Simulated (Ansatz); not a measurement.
GaH$_{9}$Si$_{3}$ (SMILES [SiH3][SiH2][GaH][SiH3])

Input file:

```
crystal:
  periodic: [false, false, false]
  atoms:
    - {symbol: Ga, position_ang: [0.806732, -1.034772, 0.069427]}
    - {symbol: Si, position_ang: [3.614384, -0.190349, 2.711215]}
    - {symbol: Si, position_ang: [3.196867, -0.807146, 0.473550]}
    - {symbol: Si, position_ang: [-0.408313, -3.149815, 0.124200]}
    - {symbol: H, position_ang: [3.051308, -1.206588, 3.644549]}
    - {symbol: H, position_ang: [5.073677, -0.067426, 2.984132]}
    - {symbol: H, position_ang: [2.969636, 1.116896, 3.018694]}
    - {symbol: H, position_ang: [3.928589, -2.079965, 0.200837]}
    - {symbol: H, position_ang: [3.792502, 0.239714, -0.410364]}
    - {symbol: H, position_ang: [-0.020513, 0.290091, -0.227796]}
    - {symbol: H, position_ang: [0.392291, -4.274058, 0.685747]}
    - {symbol: H, position_ang: [-0.798019, -3.527212, -1.266919]}
    - {symbol: H, position_ang: [-1.662556, -3.037001, 0.923644]}
basis:
  gaussian:
    orbitals: def2-SVPD
hamiltonian:
  xc: {name: PBE0}
output:
  forces: true
  orbitals: {seedname: orbitals}
```

Command:

```sh
ansatz run input.yaml --threads 2 --pin off --max-ram 4350MiB --events-out events.jsonl --progress --plain --runs-dir runs
```

Geometry: B3LYP/6-31G*.

Level of theory: isolated molecule in a Gaussian basis; Kohn-Sham density functional theory, functional PBE0 (Ansatz 0.2.0).

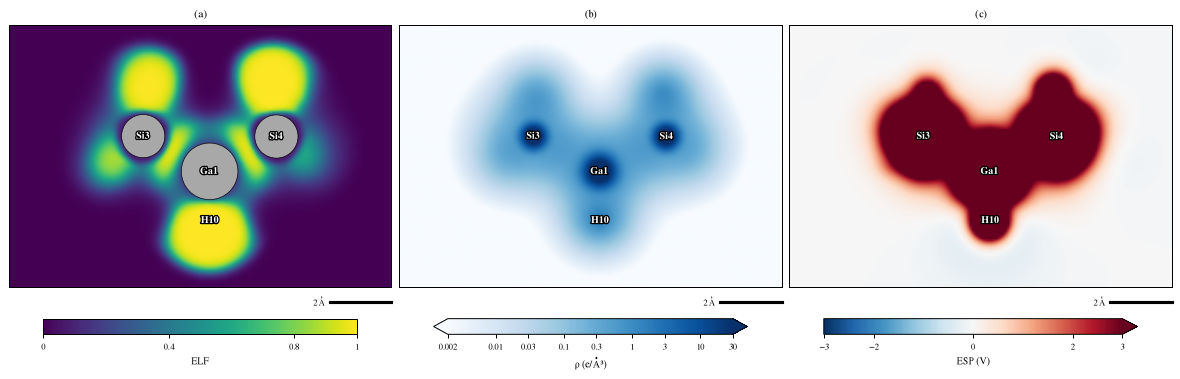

Figure 1. (a) electron localisation function; (b) electron density; (c) molecular electrostatic potential on the plane of atoms Si3, Ga1 and H10. Grey discs cover the atomic cores in the ELF map.

**Read the bonding off the picture.**

- The plane passes through Ga, Si and H nuclei.
- Ga–Si (2.43 Å): ρ at the midpoint is about 0.52 e/Å³; the ELF peaks at about 0.95 between the atoms (a shared electron pair).
- Ga–H (1.59 Å): the density is about 0.91 e/Å³ at the midpoint; the ELF climbs to about 1 towards the hydrogen.
- The potential has no marked negative region in this plane.

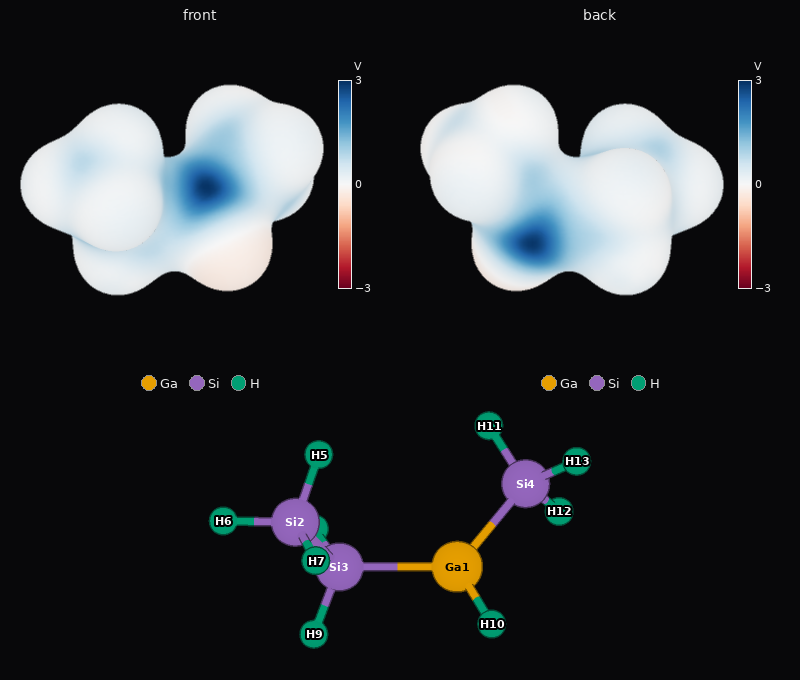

Figure 2. The electrostatic potential painted on the density surface at 0.002 e/bohr³, seen from the front and from behind; red is negative and blue positive. The bare structure is drawn below in the same view.

**Which sites attract a positive test charge, and which a negative one?**

A positive charge is drawn to the negative regions and a negative charge to the positive ones. The most negative region (about −0.2 V) lies over H10, the most positive (about +2.8 V, or +65 kcal/mol for a unit charge) over Ga1.

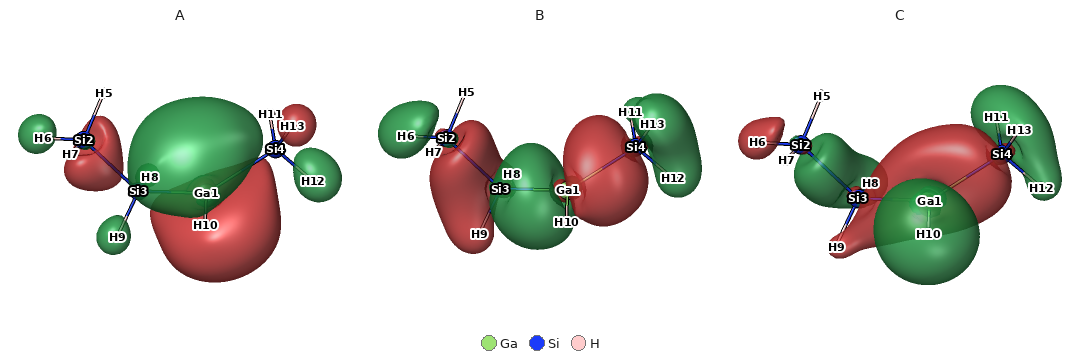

Figure 3. Three frontier orbitals at ±0.06 Å⁻³ᐟ² (green and red are the two phases), in no order.

**Order the three orbitals by energy and name them.**

C is the HOMO−1 (−7.96 eV). By Hirshfeld shares it lies mainly on Ga1 (about 35 %), H10 (about 30 %), Si4 (about 15 %) and Si3 (about 10 %). B is the HOMO (−7.23 eV). Its weight (Hirshfeld) is mainly on Ga1 (about 30 %), Si3 (about 30 %), Si4 (about 20 %) and Si2 (about 10 %). A is the LUMO (−2.44 eV). By Hirshfeld shares it lies mainly on Ga1 (about 60 %).

**What is the HOMO–LUMO gap?**

4.79 eV between the orbital energies.
